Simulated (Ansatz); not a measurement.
Consider Ta₃Ti.

Input

```
crystal:
  lattice:
    - [-2.7160283647, 2.7160283647, 2.7160283647]
    - [2.7160283647, -2.7160283647, 2.7160283647]
    - [2.7160283647, 2.7160283647, -2.7160283647]
  atoms:
    - { symbol: Ti, position: [0.0, 0.0, 0.0] }
    - { symbol: Ta, position: [0.0, 0.5, 0.5] }
    - { symbol: Ta, position: [0.5, 0.0, 0.5] }
    - { symbol: Ta, position: [0.5, 0.5, 0.0] }
basis:
  ecutwfc: 420
kpoints:
  mp_grid: { grid: [12, 12, 12] }
hamiltonian:
  xc: pbe
scf:
  occupations: { method: gaussian, width: 0.1 }
output:
  forces: true
  stress: true
  eigenvalues: true
  write_density: true
  write_potential: true
  elf: true
  volumetric_format: npy
relax:
  adjacent_minimum: "off"
  f_tol: 0.01
  max_steps: 80
  cell: { stress_tol: 0.05 }
```

Command:

```sh
ansatz run input.yaml --threads 1 --pin off --max-ram 2560MiB --backend cpu --events-out ev --progress --plain --runs-dir out
```

Below, planes, directions and counts refer to the conventional cell (a = 5.44 Å, b = 5.44 Å, c = 5.44 Å, α = 90.00°, β = 90.00°, γ = 90.00°).

Space group Im-3m; a structure generated by program, which may or may not match a known phase; computed without spin polarisation.

All numbers below come from Ansatz 0.2.0, DFT PBE, scalar-relativistic, plane waves, PAW.

What will maps of the valence pseudo-density and electron localisation function show?

Answer. Ta–Ti (2.72 Å): ρ is about 0.33 e/Å³ halfway; the ELF is about 0.40 at the midpoint.
Ta–Ta (2.72 Å): ρ at the midpoint is about 0.41 e/Å³; the ELF is about 0.40 at the midpoint.

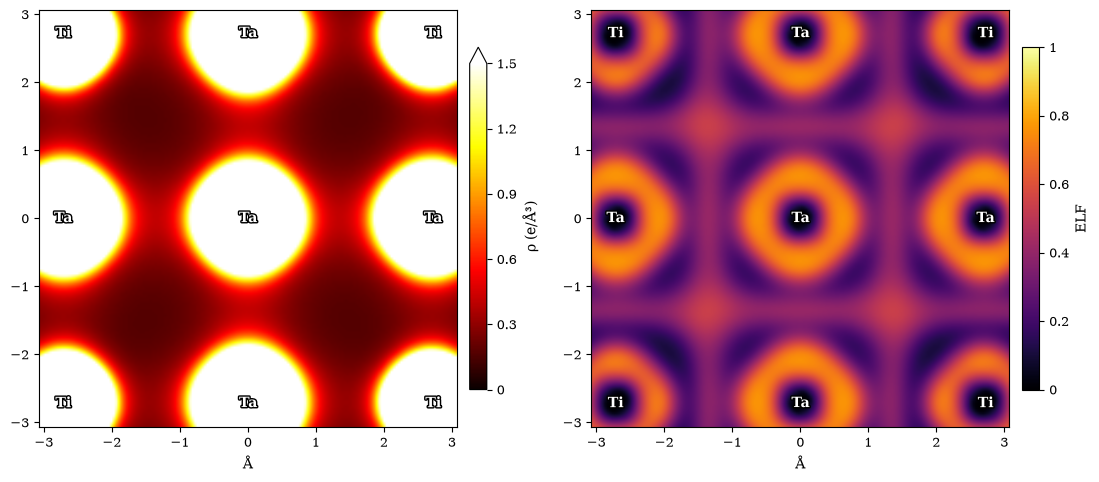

Computed valence pseudo-density and electron localisation function on the (010) plane of the conventional cell, in this order. 
